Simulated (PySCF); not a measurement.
System: C$_{2}$H$_{8}$ClNOSi$_{2}$.

The calculation's input:

```
{"job": {"kind": "nmr", "xc": "PBE0", "basis": "pcSseg-1", "pop": false}, "charge": 0, "multiplicity": 1}
C      2.464000     0.324700     0.530900
C      0.975800     0.213100     0.307800
O      0.178300     0.847900     0.985600
N      0.577200    -0.614300    -0.666700
Si    -1.139600    -0.850500    -1.055700
Si    -2.139300     0.548000     0.489500
Cl    -4.172800     0.312600     0.087900
H      2.658900     1.016500     1.345200
H      2.947000     0.685700    -0.375100
H      2.874700    -0.652600     0.777200
H      1.307200    -1.090700    -1.171800
H     -1.175100    -0.540400    -2.493000
H     -1.284100    -2.310100    -0.952200
H     -2.088500     0.133300     1.888000
H     -1.988100     1.984800     0.280300
```

Launched as:

```sh
OMP_NUM_THREADS=1 python probes_run.py task.json out
```

Geometry: GFN2-xTB, NEB image 0 of 0 to 8.

Level of theory: PBE0/pcSseg-1, SCF density, gas phase, non-relativistic (PySCF 2.14.0).

### Predict the electron density and electron localisation function between the atoms.

C–O (1.22 Å): the density is about 3.2 e/Å³ at the midpoint; the ELF peaks at about 0.85 between the atoms: a multiple bond.
C–N (1.34 Å): ρ is about 2.4 e/Å³ halfway; the ELF peaks at about 0.90 between the atoms (localised, covalent bonding).
C–C (1.51 Å): ρ at the midpoint is about 1.7 e/Å³; the ELF peaks at about 0.95 between the atoms, as expected for a shared electron pair.
Si–N (1.78 Å): ρ is about 0.97 e/Å³ halfway; the ELF peaks at about 0.95 between the atoms; a polar covalent bond.

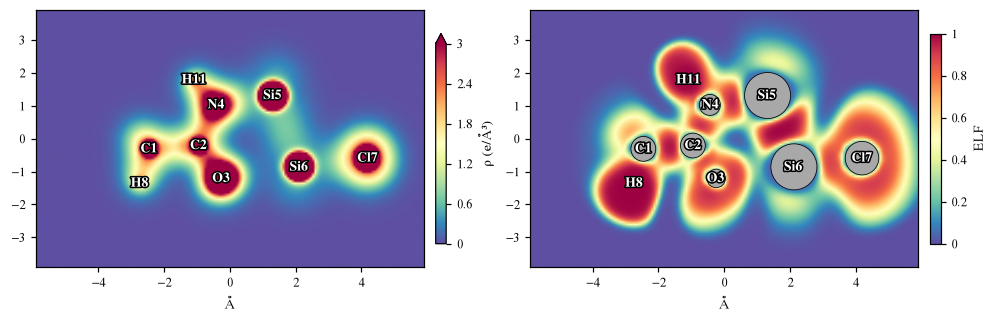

Computed electron density and electron localisation function on the plane of atoms N4, Si5 and Si6, in this order. Grey discs cover the atomic cores in the ELF map. 
